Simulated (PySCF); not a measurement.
# The bond of CF, level by level

Aim: find the lowest electronic state of CF, scan its bond at several levels of theory, and get bond length, wavenumber and dissociation energy from each curve.

The runs use PySCF 2.14.0; C 6-311G(d,p), F 6-311G(d,p), no relativity.

### Step 1. Set-up

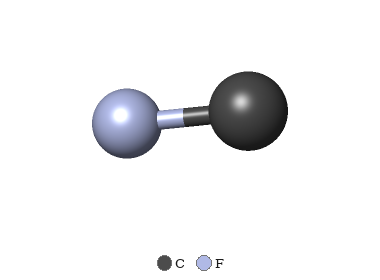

The two atoms at the starting distance (carbon dark grey, fluorine light blue).

A driver script around PySCF takes these settings:

```
atoms                         : C, F
charge                        : 0
basis                         : C 6-311G(d,p), F 6-311G(d,p)
Hamiltonian                   : no relativity
basis functions               : 36
electrons treated             : 15
masses in u                   : 12.0000, 18.9984
levels                        : PBE0, PBE, r²SCAN, TPSSh, TPSS, PBEsol, LC-ωPBE, HF, MP2, SCS-MP2, CCSD, CCSD(T)
grid                          : 80 radial by 434 angular points
occupations                   : held fixed by the projection of orbital angular momentum
dissociation limit            : C + F, each in its ground configuration
starting distance in angstrom : 1.325
values of 2S to try           : 1, 3
```

The run is started by

```
> OMP_NUM_THREADS=1 python dia.py task.json out
```

The runs that follow: First curve: PBE0; Other states along the same grid; PBE (GGA); r²SCAN; TPSSh; TPSS; PBEsol; LC-ωPBE; UHF (mean field); Adding correlation.

Q: Predict the outcome of this session. Wanted: for each run, Re; ωe; De; μ.

**Answer**, as computed:

Lowest PBE0 solution found, without spin–orbit coupling: ²Π (doublet), unpaired electrons π ↑. State 2 has its PBE0 minimum 3.34 eV higher. The other levels ran on the lowest alone.

| level | Re (Å) | ωe (cm⁻¹) | De (eV) | μ (D) |
| --- | --- | --- | --- | --- |
| UHF | 1.257 | 1403 | 3.31 | 0.44 |
| UHF-MP2 | 1.274 | 1345 | 5.47 | n/a |
| UHF-SCS-MP2 | 1.275 | 1333 | 5.29 | n/a |
| UHF-CCSD | 1.276 | 1337 | 5.06 | n/a |
| UHF-CCSD(T) | 1.280 | 1313 | 5.23 | n/a |
| PBE | 1.290 | 1251 | 6.24 | 0.82 |
| PBEsol | 1.283 | 1281 | 6.61 | 0.87 |
| TPSS | 1.294 | 1239 | 5.89 | 0.73 |
| r²SCAN | 1.282 | 1287 | 5.74 | 0.76 |
| TPSSh | 1.286 | 1273 | 5.72 | 0.71 |
| PBE0 | 1.271 | 1333 | 5.74 | 0.74 |
| LC-ωPBE | 1.269 | 1363 | 5.82 | 0.79 |

De is counted to C + F in their ground configurations. A positive dipole means C(−)F(+).

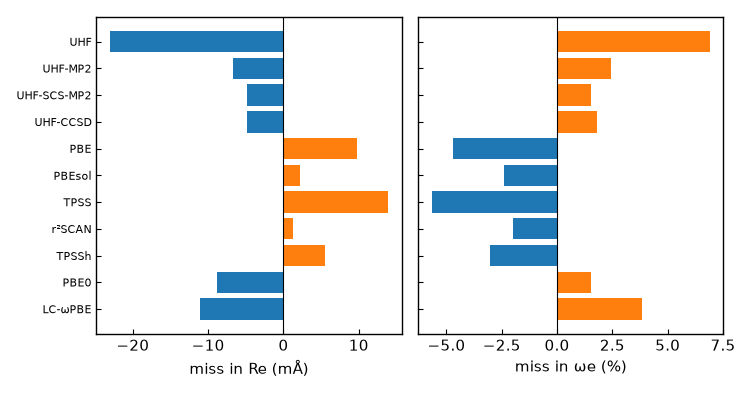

Differences in bond length and wavenumber from CCSD(T) in the same basis.

Judged by CCSD(T) in the same basis: best bond length r²SCAN (+1 mÅ), worst UHF (-23 mÅ); best wavenumber UHF-SCS-MP2 and PBE0 (+1.5 %), worst UHF (+6.9 %). Hartree–Fock falls on the short and stiff side, its usual fault. PBE gives a bond that is too long and too soft, as GGAs tend to. CCSD(T) in a basis this small is itself some way from its limit, more so than the functionals. Among the levels with a De in the table, it runs from 3.31 eV (UHF) to 6.61 eV (PBEsol).

Correlated steps freeze 2 core orbitals.
